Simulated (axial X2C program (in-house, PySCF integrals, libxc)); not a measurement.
# SrC⁺: from the state search to constants

Aim: find the lowest determinant of SrC⁺, scan the bond at several levels and fit the constants, once spin-free and once with spin–orbit coupling.

Method: all-electron X2C, Sr dyall-cv3z, C dyall-v3z; program: an in-house X2C program for linear molecules on PySCF integrals.

All values are calculated.

## 1. Set-up

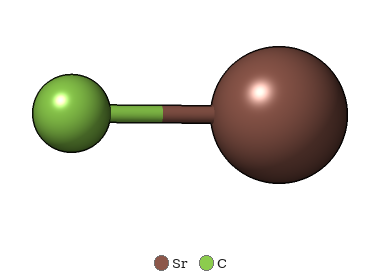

The two atoms at 2.240 Å (strontium brown, carbon green).

The input, task.json:

```json
{
 "zs": [
  38,
  6
 ],
 "q": 1,
 "bas": [
  "dyall-cv3z",
  "dyall-v3z"
 ],
 "levels": [
  "PBE0",
  "HF",
  "PBEsol"
 ],
 "cc": true,
 "r0": 2.24,
 "thr": -2.0,
 "nmax": 90,
 "npts": 10,
 "nst": 2,
 "ntry": 6
}
```

Keys: zs atomic numbers; q charge; bas basis sets; levels methods (HF also brings MP2); cc coupled cluster on or off; r0 starting distance in Å; thr threshold in hartree for freezing inner shells (an s shell follows its p shell); nmax most natural virtual spinors; npts points asked for on the curve; nst determinants followed; ntry starts of the search.

Run with:

```sh
$ python so2c.py task.json out
```

Spin-free means the one-electron spin-free X2C Hamiltonian; two-component (2c) means X2C with spin–orbit coupling and atomic mean-field two-electron Coulomb and Gaunt terms. Basis: Sr dyall-cv3z contracted to [13s12p8d5f1g], C dyall-v3z contracted to [7s6p2d1f]; Gaussian nuclei, density fitting. Masses: Sr 87.906 u, C 12.000 u.

Notation: σ, π±, δ± give the projection m of an orbital's angular momentum (0, ±1, ±2), α and β its spin, Λ and M_S the sums; ω is the projection of a spinor's total angular momentum and Ω the sum. Logs are in hartree.

The results follow Hamiltonian by Hamiltonian and level by level.

## 2. Which state to follow

PBE0 moves the distance from 2.240 Å to 2.298 Å and compares determinants there.

Spin-free determinants:

```
ΔE (eV)             state                          open shells
   0.00  M_S = 3/2, Λ = 0   beyond closed shells: σα, π+α, π-α
   0.73  M_S = 1/2, Λ = 0   beyond closed shells: σβ, π+α, π-α
   1.45  M_S = 1/2, Λ = 2   beyond closed shells: σα, π+α, π+β
   1.45  M_S = 1/2, Λ = 0   beyond closed shells: σα, π+β, π-α
   1.95  M_S = 1/2, Λ = 1            beyond closed shells: π+α
   2.14  M_S = 1/2, Λ = 1  beyond closed shells: π+α, π+β, π-α
   3.34  M_S = 3/2, Λ = 1    beyond closed shells: 2 × σα, π+α
```

Two-component determinants:

```
ΔE (eV)    state                                      open shells
   0.00  Ω = 3/2                    excess of +ω over −ω: ω = 3/2
   0.73  Ω = 1/2      excess of +ω over −ω: 2 × ω = -1/2, ω = 3/2
   1.44  Ω = 1/2                    excess of +ω over −ω: ω = 1/2
   1.45  Ω = 5/2       excess of +ω over −ω: 2 × ω = 1/2, ω = 3/2
   1.46  Ω = 1/2                    excess of +ω over −ω: ω = 1/2
   5.00  Ω = 9/2  excess of +ω over −ω: ω = 1/2, ω = 3/2, ω = 5/2
   5.00  Ω = 5/2                    excess of +ω over −ω: ω = 5/2
```

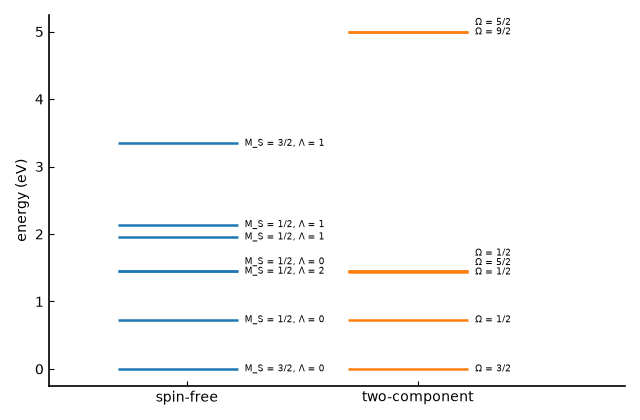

The determinants found, each set from its own lowest.

## 3. PBE0, spin-free

State followed: M_S = 3/2, Λ = 0 (beyond closed shells: σα, π+α, π-α). The scan is laid around 2.298 Å, a first estimate of the minimum, and this SCF restarts from the orbitals of the search.

The SCF at the reference distance of 2.298 Å:

```text
spin-free X2C-1e  PBE0
basis functions 175  fitting functions 939  grid points 5081
iter        total energy     max residual
   1      -3216.687994282     3.10e-05
   2      -3216.687994290     1.91e-05
converged
one-electron -4544.80959040  Coulomb 1386.44349114  exact exchange -27.26601246  xc functional -83.55910453  nuclear repulsion 52.50322197
```

Along the bond, energies from the lowest point:

```csv
R (Å),E (eV),μ (D),HOMO (eV),LUMO (eV),iterations
1.999,0.6585,-4.91,-11.39,-6.81,22
2.091,0.2817,-5.34,-11.32,-6.63,18
2.160,0.1144,-5.66,-11.25,-6.68,15
2.229,0.0255,-5.97,-11.05,-6.74,12
2.298,0.0000,-6.26,-10.83,-6.80,2
2.378,0.0327,-6.59,-10.60,-6.87,12
2.459,0.1165,-6.90,-10.39,-6.94,11
2.562,0.2770,-7.26,-10.16,-7.03,12
2.689,0.5234,-7.64,-9.91,-7.14,12
2.873,0.9237,-8.02,-9.66,-7.28,13
```

Dipoles are positive if C is the positive end and refer to the centre of mass.

Outer orbitals at the reference distance:

```csv
symmetry,occupied,ε (eV),atomic character
σα,yes,-30.49,"94% Sr p, 2% C p"
π-α,yes,-30.40,100% Sr p
π+α,yes,-30.40,100% Sr p
π-β,yes,-30.23,100% Sr p
π+β,yes,-30.23,100% Sr p
σβ,yes,-30.04,96% Sr p
σα,yes,-19.88,"73% C s, 10% Sr d, 8% Sr p"
σβ,yes,-15.73,"69% C s, 12% Sr d, 8% Sr p"
σα,yes,-11.07,"79% C p, 12% Sr d, 5% Sr s"
π-α,yes,-10.83,"79% C p, 15% Sr d, 3% Sr f"
π+α,yes,-10.83,"79% C p, 15% Sr d, 3% Sr f"
σα,no,-6.80,"75% Sr s, 11% Sr d, 9% Sr p"
σβ,no,-6.64,"72% Sr s, 14% Sr p, 10% C p"
π+β,no,-6.05,"50% Sr d, 46% C p"
π-β,no,-6.05,"50% Sr d, 46% C p"
```

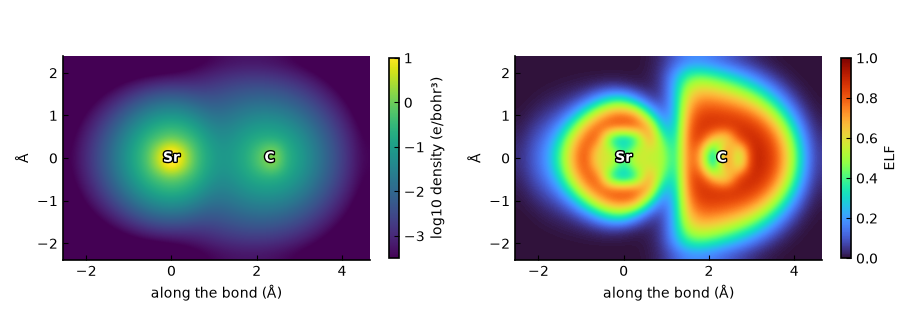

PBE0 fields in a plane through the axis, from a grid of 0.3 Å; Sr lies at z = 0 and C at z = 2.298 Å; the ELF is damped to zero where the density is low.

Re = 2.296 Å, ωe = 522 cm⁻¹, ωexe = 2.27 cm⁻¹, Be = 0.3029 cm⁻¹, De = 2.61 eV, μ = -6.25 D.

## 4. HF, spin-free

The SCF at the reference distance of 2.298 Å:

```text
spin-free X2C-1e  HF
basis functions 175  fitting functions 939  grid points 5081
iter        total energy     max residual
   1      -3214.926927143     3.43e-01
   2      -3214.948149546     9.88e-03
   3      -3214.949171338     1.10e-02
   4      -3214.949396508     3.67e-03
   5      -3214.949466258     1.15e-03
   6      -3214.949486570     1.13e-03
   7      -3214.949490193     3.13e-04
   8      -3214.949490830     6.49e-05
   9      -3214.949490940     7.13e-05
  10      -3214.949490954     1.65e-05
  11      -3214.949490955     1.84e-06
converged
one-electron -4544.18927109  Coulomb 1385.89791430  exact exchange -109.16135614  xc functional 0.00000000  nuclear repulsion 52.50322197
```

Re = 2.350 Å, ωe = 522 cm⁻¹, ωexe = 2 cm⁻¹, Be = 0.2891 cm⁻¹, De = 1.65 eV, μ = -7.75 D.

## 5. PBEsol, spin-free

Output at 2.298 Å:

```text
spin-free X2C-1e  PBEsol
basis functions 175  fitting functions 939  grid points 5081
iter        total energy     max residual
   1      -3214.484967919     2.53e-01
   2      -3214.487386704     1.34e-02
   3      -3214.488689853     8.19e-02
   4      -3214.489749795     1.54e-02
   5      -3214.489812247     3.63e-03
   6      -3214.489828640     2.40e-03
   7      -3214.489829359     3.09e-04
   8      -3214.489829417     1.18e-04
   9      -3214.489829423     6.39e-05
  10      -3214.489829425     8.45e-06
converged
one-electron -4544.57264594  Coulomb 1386.13845436  exact exchange 0.00000000  xc functional -108.55885982  nuclear repulsion 52.50322197
```

Re = 2.291 Å, ωe = 512 cm⁻¹, ωexe = 2.4 cm⁻¹, Be = 0.3042 cm⁻¹, De = 2.96 eV, μ = -5.65 D.

## 6. MP2 and beyond, spin-free

Correlated methods: 13 electrons correlated (frozen shells, counted by type: Sr 3 s, 2 p, 1 d; C 1 s), 239 virtual spinors in MP2, 89 natural virtuals in coupled cluster.

Output of the correlated part at 2.298 Å:

```text
correlated 13  virtual 239  natural virtual 89  E(MP2) -0.298526256  MP2 remainder -0.010771430
iter   CCSD correlation   residual
   1     -0.310470213   8.84e-02
   2     -0.316837860   3.17e-02
   3     -0.317651739   1.32e-02
   4     -0.317773128   6.16e-03
   5     -0.317824311   1.70e-03
   6     -0.317835576   5.11e-04
   7     -0.317840069   1.88e-04
   8     -0.317840218   5.95e-05
   9     -0.317839839   1.65e-05
  10     -0.317839883   5.48e-06
  11     -0.317839893   1.58e-06
(T) -0.009848978  T1 0.0186  D1 0.0337  max T2 0.048
```

T1 in the output is the amplitude norm over the root of the electron number; divide by √2 for the Lee–Taylor value.

MP2: Re = 2.308 Å, ωe = 528 cm⁻¹, Be = 0.2998 cm⁻¹, De = 2.23 eV.

CCSD: Re = 2.319 Å, ωe = 521 cm⁻¹, ωexe = 2.15 cm⁻¹, Be = 0.2969 cm⁻¹, De = 2.12 eV. T1 at Re = 0.013 (Lee–Taylor, the printed value over √2).

CCSD(T): Re = 2.317 Å, ωe = 520 cm⁻¹, ωexe = 2.17 cm⁻¹, Be = 0.2973 cm⁻¹, De = 2.16 eV. T1 at Re = 0.013 (Lee–Taylor, the printed value over √2).

## 7. A higher determinant, spin-free

State: M_S = 1/2, Λ = 0 (beyond closed shells: σβ, π+α, π-α).

Output at the reference distance:

```text
spin-free X2C-1e  PBE0
basis functions 175  fitting functions 939  grid points 5081
iter        total energy     max residual
   1      -3216.661251044     2.81e-05
   2      -3216.661251069     2.47e-05
   3      -3216.661251077     7.36e-06
converged
one-electron -4544.70858793  Coulomb 1386.33572834  exact exchange -27.25450528  xc functional -83.53710817  nuclear repulsion 52.50322197
```

```csv
R (Å),E above the lowest PBE0 point (eV)
1.999,1.341
2.091,0.986
2.160,0.831
2.229,0.749
2.298,0.728
2.378,0.761
2.459,0.842
2.562,0.993
2.689,1.218
```

Re = 2.292 Å, ωe = 509 cm⁻¹, ωexe = 2.54 cm⁻¹, Be = 0.3038 cm⁻¹, μ = -6.16 D. ⟨S²⟩ = 1.76 against 0.75 for a pure state, so this determinant mixes spins. Te = 0.73 eV.

## 8. The spin-free curves together

Energy (eV) of the followed determinant, spin-free, from each level's lowest point:

```csv
R (Å),PBE0,HF,MP2,CCSD,CCSD(T),PBEsol
1.999,0.658,0.967,0.730,n/a,n/a,0.613
2.091,0.282,0.472,0.324,0.352,0.346,0.257
2.160,0.114,0.233,0.139,0.157,0.153,0.101
2.229,0.026,0.085,0.036,0.045,0.043,0.021
2.298,0.000,0.011,0.000,0.000,0.000,0.000
2.378,0.033,0.000,0.024,0.015,0.016,0.035
2.459,0.116,0.052,0.104,0.086,0.087,0.117
2.562,0.277,0.185,0.264,0.236,0.237,0.272
2.689,0.523,0.417,0.516,n/a,n/a,0.508
2.873,0.924,0.822,0.935,n/a,n/a,0.887
```

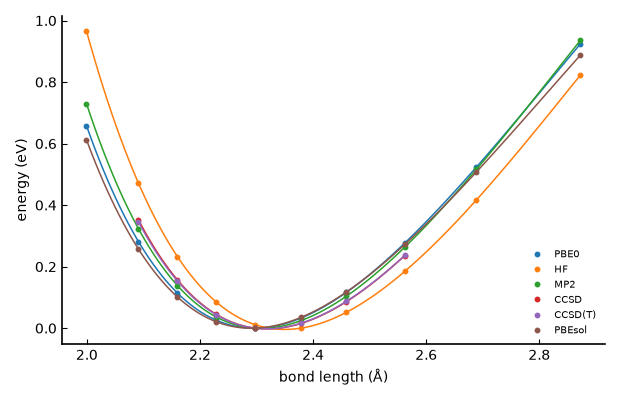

Curves of the followed state, spin-free, each from its own lowest point.

## 9. PBE0, 2c

State followed: Ω = 3/2 (excess of +ω over −ω: ω = 3/2). The scan is laid around 2.298 Å, a first estimate of the minimum, and this SCF restarts from the orbitals of the search.

The SCF at the reference distance of 2.298 Å:

```text
two-component X2C + atomic mean field  PBE0
basis functions 175  fitting functions 939  grid points 5081
iter        total energy     max residual
   1      -3215.509059828     2.87e-05
   2      -3215.509059828     1.04e-05
converged
one-electron -4541.68525062  Coulomb 1385.77777065  exact exchange -27.25268346  xc functional -83.51908365  nuclear repulsion 52.50322197  atomic mean-field constant -1.33303472
```

Along the bond, energies from the lowest point:

```csv
R (Å),E (eV),μ (D),HOMO (eV),LUMO (eV),iterations
1.999,0.6574,-4.90,-11.40,-6.83,22
2.091,0.2811,-5.33,-11.32,-6.63,18
2.160,0.1140,-5.65,-11.25,-6.68,15
2.229,0.0254,-5.96,-11.04,-6.74,12
2.298,0.0000,-6.26,-10.83,-6.80,2
2.378,0.0328,-6.58,-10.60,-6.87,13
2.459,0.1167,-6.89,-10.39,-6.94,11
2.562,0.2774,-7.25,-10.16,-7.03,12
2.689,0.5240,-7.63,-9.91,-7.14,12
2.873,0.9244,-8.01,-9.66,-7.28,13
```

Dipoles are positive if C is the positive end and refer to the centre of mass.

Outer spinors at the reference distance:

```json
{"ω": "1/2", "occupied": "yes", "ε (eV)": "-31.07", "atomic character": "98% Sr p", "λ mixture": "56% π, 44% σ"}
{"ω": "-1/2", "occupied": "yes", "ε (eV)": "-31.05", "atomic character": "99% Sr p", "λ mixture": "78% π, 22% σ"}
{"ω": "1/2", "occupied": "yes", "ε (eV)": "-30.01", "atomic character": "96% Sr p", "λ mixture": "56% σ, 44% π"}
{"ω": "3/2", "occupied": "yes", "ε (eV)": "-30.01", "atomic character": "100% Sr p", "λ mixture": "100% π"}
{"ω": "-3/2", "occupied": "yes", "ε (eV)": "-29.84", "atomic character": "100% Sr p", "λ mixture": "100% π"}
{"ω": "-1/2", "occupied": "yes", "ε (eV)": "-29.75", "atomic character": "96% Sr p", "λ mixture": "78% σ, 22% π"}
{"ω": "1/2", "occupied": "yes", "ε (eV)": "-19.88", "atomic character": "73% C s, 10% Sr d, 9% Sr p", "λ mixture": "100% σ"}
{"ω": "-1/2", "occupied": "yes", "ε (eV)": "-15.73", "atomic character": "69% C s, 12% Sr d, 8% Sr p", "λ mixture": "100% σ"}
{"ω": "1/2", "occupied": "yes", "ε (eV)": "-11.07", "atomic character": "79% C p, 12% Sr d, 5% Sr s", "λ mixture": "100% σ"}
{"ω": "-1/2", "occupied": "yes", "ε (eV)": "-10.84", "atomic character": "79% C p, 15% Sr d, 3% Sr f", "λ mixture": "100% π"}
{"ω": "3/2", "occupied": "yes", "ε (eV)": "-10.83", "atomic character": "79% C p, 15% Sr d, 3% Sr f", "λ mixture": "100% π"}
{"ω": "1/2", "occupied": "no", "ε (eV)": "-6.80", "atomic character": "75% Sr s, 11% Sr d, 9% Sr p", "λ mixture": "100% σ"}
{"ω": "-1/2", "occupied": "no", "ε (eV)": "-6.64", "atomic character": "72% Sr s, 14% Sr p, 10% C p", "λ mixture": "100% σ"}
{"ω": "1/2", "occupied": "no", "ε (eV)": "-6.06", "atomic character": "50% Sr d, 46% C p, 2% Sr p", "λ mixture": "100% π"}
{"ω": "-3/2", "occupied": "no", "ε (eV)": "-6.05", "atomic character": "50% Sr d, 46% C p", "λ mixture": "100% π"}
```

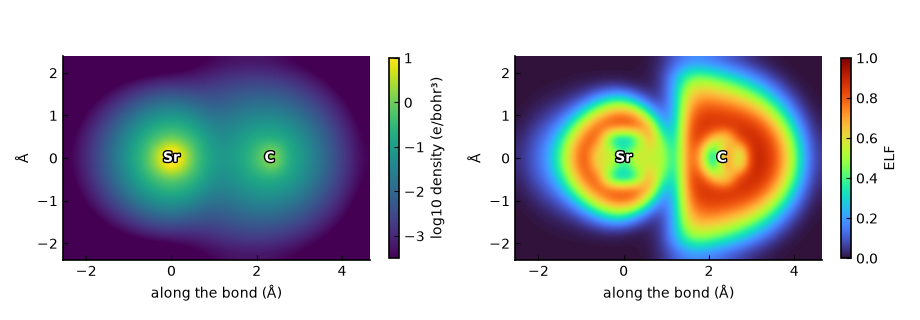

PBE0 fields in a plane through the axis, from a grid of 0.3 Å; Sr lies at z = 0 and C at z = 2.298 Å; the ELF is damped to zero where the density is low.

Re = 2.296 Å, ωe = 522 cm⁻¹, ωexe = 2.27 cm⁻¹, Be = 0.3029 cm⁻¹, De = 2.61 eV, μ = -6.25 D.

## 10. HF, 2c

The SCF at the reference distance of 2.298 Å:

```text
two-component X2C + atomic mean field  HF
basis functions 175  fitting functions 939  grid points 5081
iter        total energy     max residual
   1      -3213.748026552     3.42e-01
   2      -3213.769246667     9.85e-03
   3      -3213.770270251     1.10e-02
   4      -3213.770495697     3.67e-03
   5      -3213.770565587     1.15e-03
   6      -3213.770585946     1.13e-03
   7      -3213.770589578     3.14e-04
   8      -3213.770590217     6.52e-05
   9      -3213.770590326     7.15e-05
  10      -3213.770590341     1.66e-05
  11      -3213.770590342     1.96e-06
converged
one-electron -4541.06456038  Coulomb 1385.23180407  exact exchange -109.10802127  xc functional 0.00000000  nuclear repulsion 52.50322197  atomic mean-field constant -1.33303472
```

Re = 2.350 Å, ωe = 522 cm⁻¹, ωexe = 2 cm⁻¹, Be = 0.2891 cm⁻¹, De = 1.65 eV, μ = -7.74 D.

## 11. PBEsol, 2c

Output at 2.298 Å:

```text
two-component X2C + atomic mean field  PBEsol
basis functions 175  fitting functions 939  grid points 5081
iter        total energy     max residual
   1      -3213.306993646     2.54e-01
   2      -3213.309396735     1.35e-02
   3      -3213.310717084     8.21e-02
   4      -3213.311776386     1.56e-02
   5      -3213.311839333     3.63e-03
   6      -3213.311855665     2.42e-03
   7      -3213.311856393     3.11e-04
   8      -3213.311856451     1.16e-04
   9      -3213.311856457     6.37e-05
  10      -3213.311856459     8.54e-06
converged
one-electron -4541.45040410  Coulomb 1385.47490323  exact exchange 0.00000000  xc functional -108.50654284  nuclear repulsion 52.50322197  atomic mean-field constant -1.33303472
```

Re = 2.291 Å, ωe = 512 cm⁻¹, ωexe = 2.39 cm⁻¹, Be = 0.3043 cm⁻¹, De = 2.96 eV, μ = -5.64 D.

## 12. Correlated methods, 2c

Correlated methods: 13 electrons correlated (frozen shells, counted by type: Sr 3 s, 2 p, 1 d; C 1 s), 239 virtual spinors in MP2, 89 natural virtuals in coupled cluster.

Output of the correlated part at 2.298 Å:

```text
correlated 13  virtual 239  natural virtual 89  E(MP2) -0.298556720  MP2 remainder -0.010780527
iter   CCSD correlation   residual
   1     -0.310481125   8.84e-02
   2     -0.316850557   3.17e-02
   3     -0.317667013   1.33e-02
   4     -0.317788563   6.17e-03
   5     -0.317839890   1.70e-03
   6     -0.317851175   5.13e-04
   7     -0.317855679   1.90e-04
   8     -0.317855827   6.20e-05
   9     -0.317855425   2.06e-05
  10     -0.317855467   1.05e-05
  11     -0.317855475   6.46e-06
(T) -0.009854461  T1 0.0186  D1 0.0338  max T2 0.049
```

MP2: Re = 2.308 Å, ωe = 528 cm⁻¹, Be = 0.2998 cm⁻¹, De = 2.23 eV.

CCSD: Re = 2.319 Å, ωe = 521 cm⁻¹, ωexe = 2.15 cm⁻¹, Be = 0.297 cm⁻¹, De = 2.12 eV. T1 at Re = 0.013 (Lee–Taylor, the printed value over √2).

CCSD(T): Re = 2.317 Å, ωe = 520 cm⁻¹, ωexe = 2.2 cm⁻¹, Be = 0.2973 cm⁻¹, De = 2.16 eV. T1 at Re = 0.013 (Lee–Taylor, the printed value over √2).

## 13. A higher determinant, 2c

State: Ω = 1/2 (excess of +ω over −ω: 2 × ω = -1/2, ω = 3/2).

Output at the reference distance:

```text
two-component X2C + atomic mean field  PBE0
basis functions 175  fitting functions 939  grid points 5081
iter        total energy     max residual
   1      -3215.482326550     1.87e-05
   2      -3215.482326550     1.05e-05
converged
one-electron -4541.58551209  Coulomb 1385.67132985  exact exchange -27.24119463  xc functional -83.49713694  nuclear repulsion 52.50322197  atomic mean-field constant -1.33303472
```

```csv
R (Å),E above the lowest PBE0 point (eV)
1.999,1.340
2.091,0.986
2.160,0.830
2.229,0.749
2.298,0.727
2.378,0.761
2.459,0.842
2.562,0.993
2.689,1.219
```

Re = 2.292 Å, ωe = 509 cm⁻¹, ωexe = 2.54 cm⁻¹, Be = 0.3039 cm⁻¹, μ = -6.15 D. Te = 0.73 eV.

## 14. The 2c curves together

Energy (eV) of the followed determinant, 2c, from each level's lowest point:

```csv
R (Å),PBE0,HF,MP2,CCSD,CCSD(T),PBEsol
1.999,0.657,0.966,0.729,n/a,n/a,0.612
2.091,0.281,0.471,0.323,0.352,0.345,0.257
2.160,0.114,0.232,0.138,0.157,0.153,0.101
2.229,0.025,0.084,0.036,0.045,0.043,0.020
2.298,0.000,0.011,0.000,0.000,0.000,0.000
2.378,0.033,0.000,0.025,0.015,0.016,0.035
2.459,0.117,0.052,0.104,0.086,0.088,0.118
2.562,0.277,0.185,0.264,0.236,0.237,0.273
2.689,0.524,0.417,0.516,n/a,n/a,0.508
2.873,0.924,0.823,0.936,n/a,n/a,0.888
```

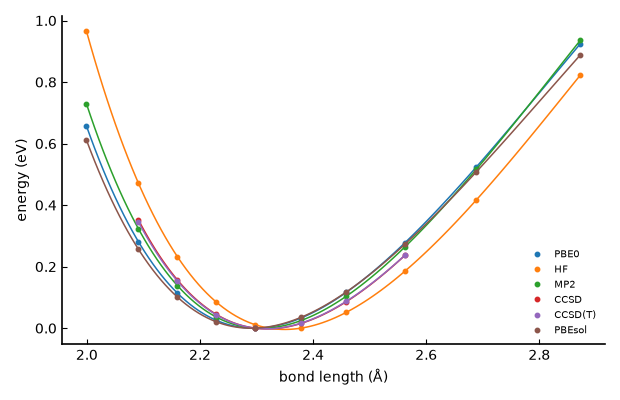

Curves of the followed state, 2c, each from its own lowest point.

Time for the job: 2.3 min (1 thread of Intel Xeon 6975P-C (Granite Rapids), shared host); peak memory 0.81 GiB.

## 15. What came out

Lowest determinant that the search found at its distance, spin-free: M_S = 3/2, Λ = 0 (beyond closed shells: σα, π+α, π-α).

Lowest determinant that the search found at its distance, 2c: Ω = 3/2 (excess of +ω over −ω: ω = 3/2).

```
Hamiltonian    level  Re (Å)  ωe (cm⁻¹)  De (eV)  μ (D)
  spin-free     PBE0   2.296        522     2.61  -6.25
  spin-free       HF   2.350        522     1.65  -7.75
  spin-free      MP2   2.308        528     2.23    n/a
  spin-free     CCSD   2.319        521     2.12    n/a
  spin-free  CCSD(T)   2.317        520     2.16    n/a
  spin-free   PBEsol   2.291        512     2.96  -5.65
         2c     PBE0   2.296        522     2.61  -6.25
         2c       HF   2.350        522     1.65  -7.74
         2c      MP2   2.308        528     2.23    n/a
         2c     CCSD   2.319        521     2.12    n/a
         2c  CCSD(T)   2.317        520     2.16    n/a
         2c   PBEsol   2.291        512     2.96  -5.64
```

Dipoles are positive if C is the positive end and refer to the centre of mass.

Time per point (s) on 1 thread of Intel Xeon 6975P-C (Granite Rapids), shared host (2c runs; CCSD comes with the CCSD(T) run); the times are rough: PBE0 0.62, HF 0.37, MP2 0.54, CCSD(T) 5.3, PBEsol 0.38.

At CCSD(T), going from spin-free to two-component changes Re by 0 mÅ, ωe by 0.0 %; the spin-free picture holds up (part of it comes from the scalar share of the two-electron terms). De moves by 0.00 eV; both De rest on single-determinant atoms, which can miss part of an open shell's spin–orbit lowering.

De refers to Sr+ + C, each in the lowest determinant found, which need not be this curve's own limit. The state is a single determinant with fixed occupations, the lowest that a limited PBE0 search found. Dissociation energies refer to the lowest single-determinant-based atoms at the same level and basis. Density functionals use the spin component along the axis (collinear). Coupled cluster ran in a truncated set of natural virtual spinors; the MP2 energy of the rest was added. With several unpaired electrons one determinant need not be a pure state.
